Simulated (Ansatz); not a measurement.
# LaIn (Pm-3m): the cell at rest

Wanted: the relaxed cell of LaIn (Pm-3m).

Program: Ansatz 0.2.0. Level of theory: DFT PBEsol, scalar-relativistic, plane waves, PAW; PAW set soft_1. Results are calculated unless marked as measured.

### Step 1. The structure

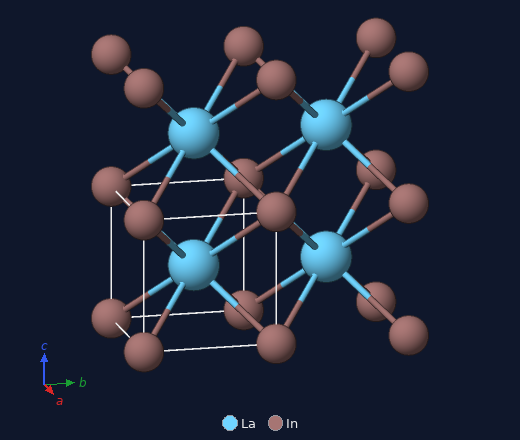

The starting structure, seen slightly off an axis (lanthanum blue, indium brown). 1×2×2 cells are drawn. Some periodic images of atoms are drawn too.

### Step 2. Probe on a coarse mesh

A quick single point on a coarse mesh tells whether the cell has a gap and how far it is from rest, which sets the k mesh and smearing that follow.

input.yaml

```yaml
crystal:
  lattice:
    - [3.95407724, 0.0, 0.0]
    - [0.0, 3.95407724, 0.0]
    - [0.0, 0.0, 3.95407724]
  atoms:
    - { symbol: La, position: [0.5, 0.5, 0.5] }
    - { symbol: In, position: [0.0, 0.0, 0.0] }
kpoints:
  mp_grid: { grid: [4, 4, 4] }
hamiltonian:
  xc: pbesol
  pseudopotentials: { kind: paw, azcp: { folder: soft_1 }, xc_functional: pbe }
scf:
  occupations: { method: gaussian, width: 0.1 }
output:
  forces: true
  stress: true
  eigenvalues: true
```

On the command line:

```console
$ ansatz run input.yaml --threads 4 --pin off --max-ram 10240MiB --backend cpu --events-out ev --progress --plain --runs-dir out
```

Numbers of over 12 decimals in the logs are rounded to 6 here.

The log of the run:

```text
Engine: ansatz 0.2.0, aarch64-unknown-linux-gnu
Pseudopotentials: kind: paw
Pseudopotential: La, paw, valence charge 11, recommended cutoff 420 eV (normal), soft_1/La.paw.azcp
Pseudopotential: In, paw, valence charge 13, recommended cutoff 420 eV (normal), soft_1/In.paw.azcp
Functional definition: PBEsol
  exchange = pbesol_x
  correlation = pbesol_c
Crystal: 2 atoms, lattice volume = 61.821 Å³
[...]
--- Band table (eV; the first three rows and the last of 10) ---
  k-point 0: bands = [... 8 lower, -3.2833, 3.8265, 10.3268, 10.3268, 12.1576, 12.1576, 12.1576, 12.4496]
  k-point 1: bands = [... 8 lower, -3.2641, 4.6060, 9.6209, 10.5393, 11.8437, 11.8437, 12.0429, 12.3523]
  k-point 2: bands = [... 8 lower, -3.2204, 5.9794, 7.6815, 10.8116, 11.3378, 11.3378, 12.2012, 12.3788]
  k-point 9: bands = [... 8 lower, -3.1871, 7.6688, 8.3817, 8.3817, 8.3817, 12.4674, 12.4674, 12.4674]
[key lines of the parts left out:]
SCF converged after 8 iterations
Free energy (F): -11687.917064 eV
Fermi energy:    10.729383 eV
P = ⅓ Tr σ = -1.9070 GPa (-19.070 kbar)
```

Run time: 0.47 s. Hardware: 4 threads of Arm Neoverse V2, shared host; peak memory 0.43 GiB.

Numbers from this step:

* pressure: -1.907 GPa
* volume per atom: 30.91 Å³
* gap on the k-mesh: 0 eV

The coarse mesh shows no gap and a pressure of -1.9 GPa.

### Step 3. Bringing the structure to rest

Harmonic phonons are second derivatives at a point where the forces vanish, and they are wanted at zero stress, so atoms and cell are relaxed first.

input.yaml, the sections that differ from step 2:

```yaml
kpoints:
  mp_grid: { grid: [10, 10, 10] }
output:
  forces: true
  stress: true
  eigenvalues: true
  write_density: true
  write_potential: true
  elf: true
  volumetric_format: npy
relax:
  adjacent_minimum: "off"
  f_tol: 0.005
  max_steps: 80
  cell: { stress_tol: 0.05 }
# crystal, hamiltonian, scf: as in step 2
```

The log of the run:

```text
[...]
Crystal: 2 atoms, lattice volume = 61.821 Å³
Basis set: ecut = 420 eV, 1213 PW (Γ), exchange–correlation on 54×54×54 points (8 copies of the dense FFT grid, shifted against one another)
Bands: 16, of which v1, the nominal top of the filled ones, is band 12 counted from 1 (11 counted from 0)
Symmetry: 48 space group operations
[...]
k-points: 56 of 1000
[...]
SCF iter   1: F=—  HF=-11688.624598 eV  |F-HF|=—  |Δ(HF+E_count)|=         —  Δρ=3.67e-2  dr2=1.72e0  ethr=3.10e-3  ⟨swp⟩=4.0  Hψ=3802  notcnv=0
[...]
SCF iter   7: F=-11687.977653 eV  HF=-11687.977653 eV  |F-HF|=1.30e-8  |Δ(HF+E_count)|=   4.19e-7  Δρ=1.20e-5  dr2=9.34e-8  ethr=4.17e-10  ⟨swp⟩=8.8  Hψ=7952  notcnv=0
SCF 1 converged in 7 iterations: F = -11687.977653 eV  dr2 = 9.34e-8
[...]
relax step   1: F+E_penalty+E_count = -11687.97765263 eV  Δ(F+E_penalty+E_count) = +0.000e0 eV  max|allowed force component| = 2.514e-30 eV/Å  Δτ_max = 0.0000 Å  P = -2.192 GPa  Ω = 61.821 Å³  (7 SCF iters, dr2 threshold 1.00e-7 eV, accepted)
Crystal: 2 atoms, lattice volume = 58.565 Å³
Basis set: ecut = 420 eV, 1189 PW (Γ), exchange–correlation on 54×54×54 points (8 copies of the dense FFT grid, shifted against one another)
[...]
iter 1 solved again at ethr=3.63e-5 eV; its pass at ethr=3.10e-3 eV (dr2=8.71e-3 eV) is discarded
[...]
SCF iter   5: F=-11687.996416 eV  HF=-11687.996416 eV  |F-HF|=6.47e-8  |Δ(HF+E_count)|=   9.06e-9  Δρ=1.41e-5  dr2=1.30e-7  ethr=8.33e-10  ⟨swp⟩=11.0  Hψ=7719  notcnv=0
SCF 2 converged in 5 iterations: F = -11687.996416 eV  dr2 = 1.30e-7
  Residual-converged pass: ⟨swp⟩=1.1  Hψ=1123  notcnv=0  max |occ|·‖R‖ = 7.0e-9 eV (tolerance 1.0e-8 eV)  dr2=1.30e-7  dr2_onsite=5.29e-8  max |Δocc| = 1.3e-9
relax step   2: F+E_penalty+E_count = -11687.99641602 eV  Δ(F+E_penalty+E_count) = -1.876e-2 eV  max|allowed force component| = 7.889e-31 eV/Å  Δτ_max = 0.0000 Å  P = +0.499 GPa  Ω = 58.565 Å³  energy of the carried Pulay correction = +2.432e-4 eV  (5 SCF iters, dr2 threshold 2.00e-7 eV, accepted)
Crystal: 2 atoms, lattice volume = 59.142 Å³
[...]
SCF iter   4: F=-11687.997197 eV  HF=-11687.997197 eV  |F-HF|=6.12e-9  |Δ(HF+E_count)|=   9.00e-7  Δρ=1.59e-5  dr2=8.69e-8  ethr=8.33e-10  ⟨swp⟩=8.2  Hψ=7303  notcnv=0
SCF 3 converged in 4 iterations: F = -11687.997197 eV  dr2 = 8.69e-8
relax step   3: F+E_penalty+E_count = -11687.99719718 eV  Δ(F+E_penalty+E_count) = -7.812e-4 eV  max|allowed force component| = 8.546e-31 eV/Å  Δτ_max = 0.0000 Å  P = -0.037 GPa  Ω = 59.142 Å³  energy of the carried Pulay correction = +1.991e-4 eV  (4 SCF iters, dr2 threshold 2.00e-7 eV, accepted)
[...]
SCF iter   5: F=-11687.997011 eV  HF=-11687.997011 eV  |F-HF|=1.82e-12  |Δ(HF+E_count)|=  5.64e-11  Δρ=8.54e-8  dr2=5.04e-12  ethr=1.00e-12  ⟨swp⟩=7.1  Hψ=4673  notcnv=0
SCF 4 converged in 5 iterations: F = -11687.997011 eV  dr2 = 5.04e-12
relax step   4: F+E_penalty+E_count = -11687.99701086 eV  Δ(F+E_penalty+E_count) = +1.863e-4 eV  max|allowed force component| = 4.602e-31 eV/Å  Δτ_max = 0.0000 Å  P = -0.039 GPa  Ω = 59.142 Å³  stress off target by 3.86e-2 GPa  SCF on the basis re-selected at this cell (its energy is not comparable with the rows above)  (5 SCF iters)
basis re-selected at this cell: Δ(F+E_penalty+E_count) = +1.863e-4 eV, ΔP = -0.002 GPa vs the last step (what re-selecting the basis moved, of the pressure what is left beyond the Pulay correction that the steps carried, after the strain that the cell walked since its last selection, with what the two solves' SCF thresholds leave and, on support functions, any second-order correction that the steps lacked; it is no m [...]
SCF converged after 5 iterations
Free energy (F): -11687.997011 eV
[...]
Internal energy: -11687.989770 eV  (E = F + TS)
E sigma→0 (E₀):  -11687.993390 eV
Entropy (-TS):   -0.007241 eV (-3.621 meV/atom)
Fermi energy:    11.342233 eV
[...]
--- Stress (GPa, compression-positive) ---
       -0.038578      -0.000000      -0.000000
       -0.000000      -0.038578       0.000000
       -0.000000       0.000000      -0.038578
  P = ⅓ Tr σ = -0.0386 GPa (-0.386 kbar)
--- Band table (eV; the first three rows and the last of 56) ---
  k-point 0: bands = [... 8 lower, -2.7118, 4.2825, 10.8744, 10.8744, 12.8434, 12.8434, 12.8434, 13.1568]
  k-point 1: bands = [... 8 lower, -2.7066, 4.4264, 10.8778, 10.9125, 12.7278, 12.7997, 12.7997, 13.1388]
  k-point 2: bands = [... 8 lower, -2.6927, 4.8317, 10.5870, 11.0193, 12.6286, 12.6286, 12.6295, 13.0856]
  k-point 55: bands = [... 8 lower, -2.6051, 8.2962, 8.8389, 8.8389, 8.8389, 13.1830, 13.1830, 13.1830]
--- Relaxed structure (3 steps of the walk, 3 accepted, 1 SCFs on fresh bases) ---
  F+E_penalty+E_count = -11687.99701086 eV   max|allowed force component| = 4.602e-31 eV/Å   (the final SCF, on the basis selected at the relaxed cell)
  cell:  # Å, volume = 59.1421 Å³
    - [3.896120, 0, 0.0]
    - [0, 3.896120, 0.0]
    - [0, 0, 3.896120]
  atoms:
    - { symbol: La, position: [0.5, 0.5, 0.5] }
    - { symbol: In, position: [0, 0, 0] }
```

Run time: 4.7 s. Hardware: 4 threads; peak memory 0.51 GiB; 17 s of CPU time.

Step by step:

```
step  energy less that of the first step (eV)  largest force component (eV/Å)  pressure (GPa)  volume (Å³)
   1                                   0.0000                          0.0000           -2.19        61.82
   2                                  -0.0188                          0.0000            0.50        58.56
   3                                  -0.0195                          0.0000           -0.04        59.14
  4*                                  -0.0194                          0.0000           -0.04        59.14
```

Relaxation steps marked * repeat the geometry before them on a plane-wave basis chosen anew for their cell, so energy and pressure can jump there.

Forces are held to the 48 operations that the run works with; a distortion that breaks them can't arise in this run.

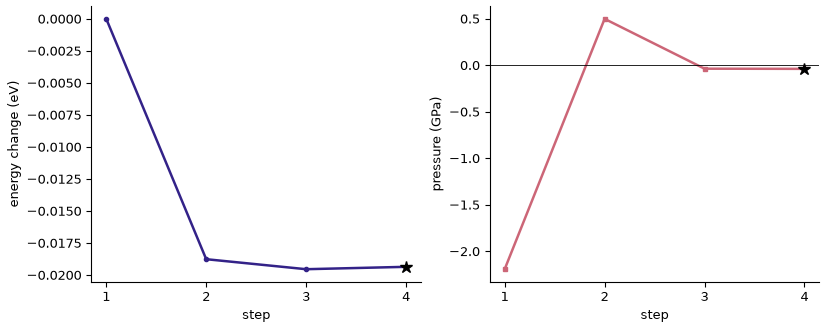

Energy and pressure along the relaxation. Stars mark steps on a basis chosen anew.

```
conventional cell, symmetrised  before  after  change
                         a (Å)   3.954  3.896  -1.5 %
                         b (Å)   3.954  3.896  -1.5 %
                         c (Å)   3.954  3.896  -1.5 %
              volume (Å³/atom)   30.91  29.57  -4.3 %
```

Final coordinates:

```
La In
1.0
     3.89612    0.00000    0.00000
     0.00000    3.89612    0.00000
     0.00000    0.00000    3.89612
La In
1 1
Direct
  0.50000 0.50000 0.50000
  0.00000 0.00000 0.00000
```

Numbers from this step:

| Item | Value |
| --- | --- |
| pressure | -0.03858 GPa |
| volume per atom | 29.57 Å³ |

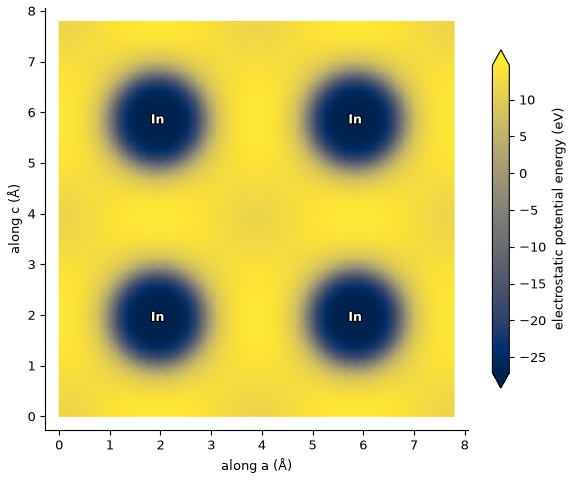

Electrostatic potential energy in the ac plane at fractional y = 0.000, with atoms of In within 0.2 Å of it. With pseudopotentials it is smooth inside the atoms' cores, unlike the true potential. The map starts off the cell's origin, so that atoms lie inside it.

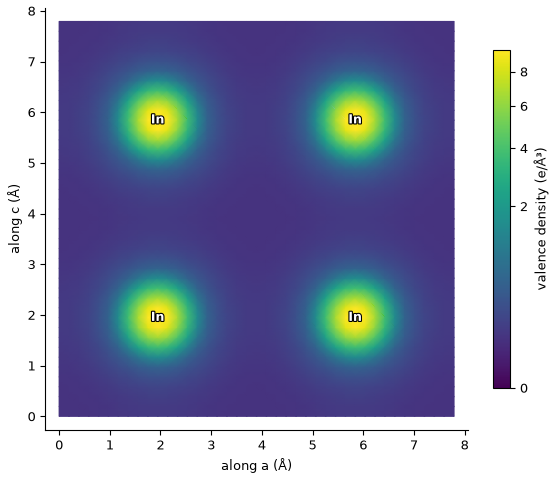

Valence density in the ac plane at fractional y = 0.000, with atoms of In within 0.2 Å of it. It is the smooth field of the valence electrons, not physical close to the nuclei. The map starts off the cell's origin, so that atoms lie inside it. The colour scale is stretched toward low values.

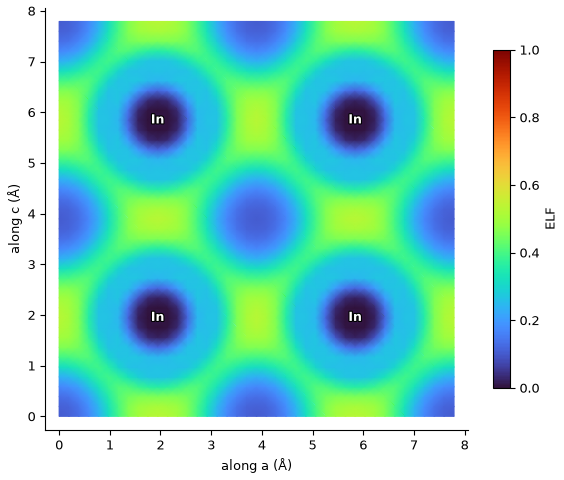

ELF in the ac plane at fractional y = 0.000, with atoms of In within 0.2 Å of it. It is the smooth field of the valence electrons, not physical close to the nuclei. The map starts off the cell's origin, so that atoms lie inside it.

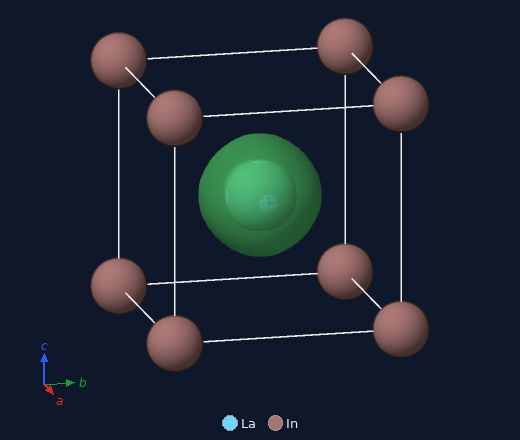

Surface of ELF = 0.75.

In this step the volume went from 30.91 to 29.57 Å³/atom.

### Step 4. Tight relaxation

Phonons need a cell at rest on their own settings, so the relaxation is repeated with tight tolerances on forces and stress on the k mesh and occupations of the first response run.

input.yaml

```yaml
crystal:
  lattice:
    - [3.8961200577, 0.0, 0.0]
    - [0.0, 3.8961200577, 0.0]
    - [0.0, 0.0, 3.8961200577]
  atoms:
    - { symbol: La, position: [0.5, 0.5, 0.5] }
    - { symbol: In, position: [0.0, 0.0, 0.0] }
kpoints:
  mp_grid: { grid: [12, 12, 12] }
hamiltonian:
  xc: pbesol
  pseudopotentials: { kind: paw, azcp: { folder: soft_1 }, xc_functional: pbe }
scf:
  occupations: { method: methfessel_paxton, width: 0.2 }
output:
  forces: true
  stress: true
  eigenvalues: true
relax:
  adjacent_minimum: "off"
  f_tol: 0.001
  max_steps: 60
  cell: { stress_tol: 0.01 }
```

The log of the run:

```text
[...]
Crystal: 2 atoms, lattice volume = 59.142 Å³
Basis set: ecut = 420 eV, 1189 PW (Γ), exchange–correlation on 54×54×54 points (8 copies of the dense FFT grid, shifted against one another)
Bands: 16, of which v1, the nominal top of the filled ones, is band 12 counted from 1 (11 counted from 0)
Symmetry: 48 space group operations
[...]
k-points: 84 of 1728
[...]
k-point 83: bands = [... 8 lower, -2.5879, 8.3206, 8.8592, 8.8592, 8.8592, 13.2087, 13.2087, 13.2087]
--- Relaxed structure (3 steps of the walk, 3 accepted, 1 SCFs on fresh bases) ---
[...]
cell:  # Å, volume = 59.0229 Å³
    - [3.893500, 0, 0]
    - [0, 3.893500, 0]
    - [0, 0, 3.893500]
  atoms:
    - { symbol: La, position: [0.5, 0.5, 0.5] }
    - { symbol: In, position: [0, 0, 0] }
[key lines of the parts left out:]
SCF converged after 5 iterations
Free energy (F): -11687.996604 eV
Fermi energy:    11.373422 eV
P = ⅓ Tr σ = -0.0002 GPa (-0.002 kbar)
```

It took 5.5 s on 4 threads; peak memory 0.54 GiB.

Little changed from the start: no atom moved by 0.005 Å and no cell edge by 0.1 %.

Numbers from this step:

- pressure: -2.24e-4 GPa
- volume per atom: 29.51 Å³

The forces vanish by symmetry and the pressure is 0.000 GPa, within the tolerances set. The cell now holds 29.51 Å³/atom.

### Step 5. What came out

| Item | Value |
| --- | --- |
| space group after relaxation (within 0.01 Å) | Pm-3m |
| lattice constant a | 3.893 Å |
| lattice constant b | 3.893 Å |
| lattice constant c | 3.893 Å |
| volume per atom | 29.5 Å³ |

In words: The forces vanish by symmetry and the pressure is 0.000 GPa, within the tolerances set. The cell now holds 29.51 Å³/atom. The relaxation keeps the symmetry of its start, so it says nothing on stability against lower symmetry. Spin-orbit coupling is left out, which can matter for the heavy elements here. The PAW files were made for PBE and serve the other functionals too.

[Logs are printed without paths, hosts, clocks, repeated set-up lines and the standing remarks that a program may print on its own settings, such as how far it seeks lower states.]

[Hosts, paths, dates, database ids (printed as entryN), source tags and the programs' standing remarks are cut or masked in the printed files.]
